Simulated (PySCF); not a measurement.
**CH5B− (SMILES [BH2-]C): levels of theory compared**

We compute a comparison of 4 runs (UB3LYP/STO-3G, USVWN5/STO-3G, UMP2/STO-3G, FCI/STO-3G) of CH5B−. Input form: a Python script.

The results are computed with PySCF 2.14.0.

5 further runs of the same task are left out: 5 set aside as unsound or not needed.

### 1 The structure to begin with

CH5B−: 7 atoms, total charge -1, spin state doublet. SMILES: `[BH2-]C`. The B1–H3 distance was set to 2.739 Å, away from the relaxed value. At this shape a bond of the SMILES string is far longer than usual.

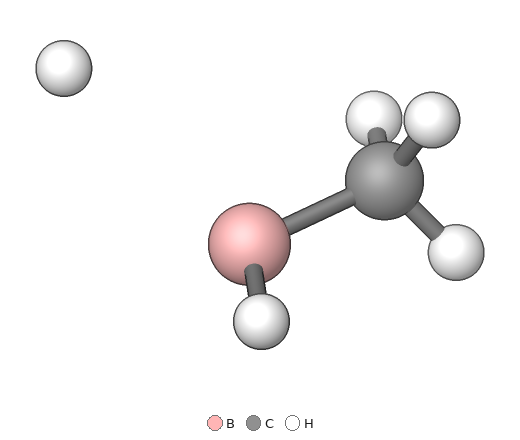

Viewed from a chosen angle; boron pink, carbon grey, hydrogen white.

### 2 The energy at UB3LYP/STO-3G (run 1)

The input, mol.xyz:

```xyz
7
CH5B
B     -1.488479     0.053819    -0.035385
C     -0.990999     1.588429    -0.342725
H      0.566410    -1.652080     0.572900
H     -2.232109    -0.409621    -0.919385
H     -0.407049     2.020529     0.486075
H     -0.341489     1.700729    -1.240795
H     -1.831449     2.281199    -0.511455
```

The input, job.py:

```python
from pyscf import gto, dft

mol = gto.Mole()
mol.atom = 'mol.xyz'
mol.spin = 1
mol.charge = -1
mol.basis = 'sto-3g'
mol.max_memory = 1860
mol.verbose = 3
mol.build()

calc0 = dft.UKS(mol)
calc0.xc = 'b3lyp'
calc0.grids.level = 5
calc0.conv_tol = 1e-10
calc0.kernel()
if not calc0.converged:
    calc0 = calc0.newton().run(calc0.mo_coeff, calc0.mo_occ)

e_final = calc0.e_tot
print(f'total energy: {e_final:.8f} hartree')
```

The run is started by

```sh
$ OMP_NUM_THREADS=1 python job.py
```

Standard output:

```text
converged SCF energy = -64.7927999658778  <S^2> = 0.75812761  2S+1 = 2.0081112
total energy: -64.79279997 hartree
```

It took 7.5 s on 1 thread of Arm Neoverse V1, shared host; peak memory 0.19 GiB.

### 3 A single-point energy at USVWN5/STO-3G (run 2)

The input, run.py:

```python
from pyscf import gto, dft

system = gto.M(
    atom='''
B     -2.812818     0.101703    -0.066868
C     -1.872717     3.001696    -0.647656
H      1.070360    -3.121979     1.082624
H     -4.218075    -0.774072    -1.737386
H     -0.769211     3.818246     0.918549
H     -0.645321     3.213912    -2.344763
H     -3.460937     4.310841    -0.966510
''',
    charge=-1,
    spin=1,
    max_memory=1860,
    unit='bohr',
    basis='sto-3g',
    verbose=4,
)

calc0 = dft.UKS(system)
calc0.xc = 'svwn'
calc0.conv_tol = 1e-10
calc0.grids.level = 5
calc0.kernel()
if not calc0.converged:
    calc0 = calc0.newton().run(calc0.mo_coeff, calc0.mo_occ)

e_tot = calc0.e_tot
print('E(%s) = %.9f' % ('SVWN5', e_tot))
```

The run is started by

```sh
$ OMP_NUM_THREADS=1 python run.py
```

Standard output:

```text
PySCF version 2.14.0

[... 127 lines left out ...]
converged SCF energy = -64.0585791103267  <S^2> = 1.0037747  2S+1 = 2.2394416
E(SVWN5) = -64.058579110
```

Wall time 4.2 s (1 thread of Arm Neoverse V1, shared host); peak memory 0.14 GiB.

Run 3 isn't shown in full; the table further down has it.

### 4 A single-point energy at FCI/STO-3G (run 4)

The input, geometry.xyz:

```xyz
7
CH5B
B     -1.488479     0.053819    -0.035385
C     -0.990999     1.588429    -0.342725
H      0.566410    -1.652080     0.572900
H     -2.232109    -0.409621    -0.919385
H     -0.407049     2.020529     0.486075
H     -0.341489     1.700729    -1.240795
H     -1.831449     2.281199    -0.511455
```

The input, calc.py:

```python
from pyscf import gto, mcscf

molecule = gto.M(
    atom='geometry.xyz',
    verbose=4,
    charge=-1,
    max_memory=1860,
    basis='sto-3g',
    spin=1,
)

mf = molecule.ROHF()
mf.conv_tol = 1e-10
mf.kernel()
if not mf.converged:
    mf = mf.newton().run(mf.mo_coeff, mf.mo_occ)

cas = mcscf.CASCI(mf, mf.mo_coeff.shape[-1] - 2, (molecule.nelec[0] - 2, molecule.nelec[1] - 2))  # full CI above the frozen core
cas.fix_spin_(ss=0.75)
cas.kernel()
e_final = cas.e_tot
print('E = %.10f Eh' % e_final)
```

The run is started by

```sh
$ OMP_NUM_THREADS=1 python calc.py
```

Standard output:

```text
PySCF version 2.14.0

[... 79 lines left out ...]
converged SCF energy = -64.2162593120131
[... 1 line left out ...]
******** <class 'pyscf.mcscf.casci.CASCI'> ********
CAS (7e+6e, 13o), ncore = 2, nvir = 0
natorb = False
canonicalization = True
sorting_mo_energy = False
******** <class 'pyscf.fci.addons.SpinPenaltyFCISolver'> ********
max. cycles = 200
conv_tol = 1e-08
davidson only = True
linear dependence = 1e-12
level shift = 0.001
max iter space = 12
nroots = 1
pspace_size = 400
spin = None
Density matrix diagonal elements [1.98441238 1.97340711 1.97309242 1.97177298 1.97101853 1.55100693
 0.87155684 0.57995013 0.02727368 0.02782694 0.02252366 0.02396311
 0.02219529]
CASCI converged
CASCI E = -64.3857953370636  E(CI) = -27.6188729269182  S^2 = 0.7500000
E = -64.3857953371 Eh
```

Wall time 2.3 min (1 thread of Arm Neoverse V1, shared host); peak memory 0.76 GiB.

### 5 Overview of the runs

| run | level | integration grid | frozen core orbitals | energy (Eh) | HOMO energy (eV) | LUMO energy (eV) | ⟨S²⟩ | wall time |
| --- | --- | --- | --- | --- | --- | --- | --- | --- |
| 1 | UB3LYP/STO-3G | 5 | – | -64.792800 | 6.30 | 9.33 | 0.758 | 7.5 s |
| 2 | USVWN5/STO-3G | 5 | – | -64.058579 | 7.64 | 9.01 | 1.004 | 4.2 s |
| 3 | UMP2/STO-3G | – | 2 | -64.324047 | 4.62 | 13.10 | 0.754 | 0.99 s |
| 4 | FCI/STO-3G | – | 2 | -64.385795 | – | – | – | 2.3 min |

### 6 Outcome

```
                                          quantity         value
                               run 4: total energy  -64.38580 Eh
run 4: correlation energy (2 core orbitals frozen)    -169.5 mEh
```

**Reading.** Against full CI in this basis: UMP2 +61.7 mEh. Totals of different functionals can't be ranked against each other. In runs 1, 2, 3, 4 the HOMO lies above zero, so the outermost electron may be held by the basis alone. In runs 1, 2, 3, 4 the basis is minimal, so the values are rough. Spin contamination of the reference: run 2 ⟨S²⟩ = 1.00. All runs together took 2.6 min, the longest 2.3 min.
